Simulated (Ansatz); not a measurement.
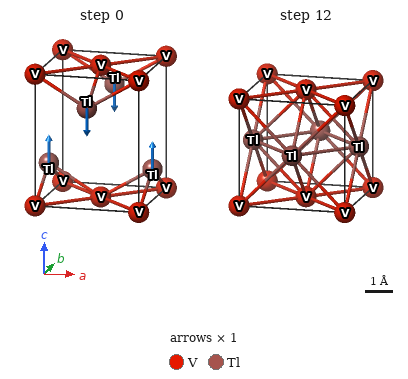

The structure of solid TlV (built on the litharge_129 type) (coarse preliminary run) before (left) and after (right) a relaxation, at one scale. The blue arrows give the displacements (the part carried along by the change of the cell is left out), at their true length.

The picture is a ball-and-stick view of the cell of the calculation, seen slightly off an axis.

Case: litharge type (P4/nmm, No. 129).

Level of theory: Ansatz, DFT PBE, scalar-relativistic, plane waves, PAW.

Input file:
```yaml
crystal:
  lattice:
    - [4.1063613523, 0.0, 0.0]
    - [0.0, 4.1063613523, 0.0]
    - [0.0, 0.0, 5.1887446435]
  atoms:
    - { symbol: V, position: [0.0, 0.0, 0.0] }
    - { symbol: V, position: [0.5, 0.5, 0.0] }
    - { symbol: Tl, position: [0.0, 0.5, 0.2351] }
    - { symbol: Tl, position: [0.5, 0.0, 0.7649] }
basis:
  ecutwfc: 420
kpoints:
  mp_grid: { grid: [4, 4, 4] }
hamiltonian:
  xc: pbe
scf:
  occupations: { method: gaussian, width: 0.1 }
  lower_state_search: "off"
output:
  forces: true
  stress: true
  eigenvalues: true
relax:
  adjacent_minimum: "off"
  f_tol: 0.04
  max_steps: 70
  cell: { stress_tol: 0.4 }
```

Run as
```bash
ansatz run input.yaml --threads 1 --pin off --max-ram 2560MiB --backend cpu --events-out ev --progress --plain --runs-dir out
```

> Summarise the run.

The energy falls by 1613 meV per atom in 11 accepted moves (12 points after the start). The largest force component goes from 7.3 to 0.00066 eV/Å. Pressure: 33.11 GPa at the start and −0.05 GPa at the end. The SCF was repeated once at an unchanged geometry on a basis and grid sized afresh for the cell, which shifted the energy by 0.6 meV per atom at most. The largest moves relative to the cell, 1.12 Å, are those of Tl3 and Tl4. Tl3 goes along +c. V stays in place. The volume changes by −15.5 %, with a = b 4.106 → 4.188 Å (+2.0 %), c 5.189 → 4.216 Å (−18.7 %). Near-neighbour distances that change, for instance: V1–Tl3 4.468 → 2.971 Å, Tl3–Tl4 3.999 → 2.961 Å, V1–Tl3 (another image) 2.388 → 2.971 Å, V1–V2 2.904 → 2.961 Å. New bonds form: V1–Tl3 (4.47 → 2.97 Å), V1–Tl4 (4.47 → 2.97 Å), V2–Tl3 (4.47 → 2.97 Å), V2–Tl4 (4.47 → 2.97 Å). Bond angles that change, for instance: V1–Tl3–V1 118.6° → 89.6°, V1–Tl3–V2 74.9° → 59.8°. The space group (tolerance 0.01 Å) goes from P4/nmm (No. 129) to P4/mmm (No. 123).

Limits of the set-up: the k-point mesh is coarse for a cell with partly filled bands.
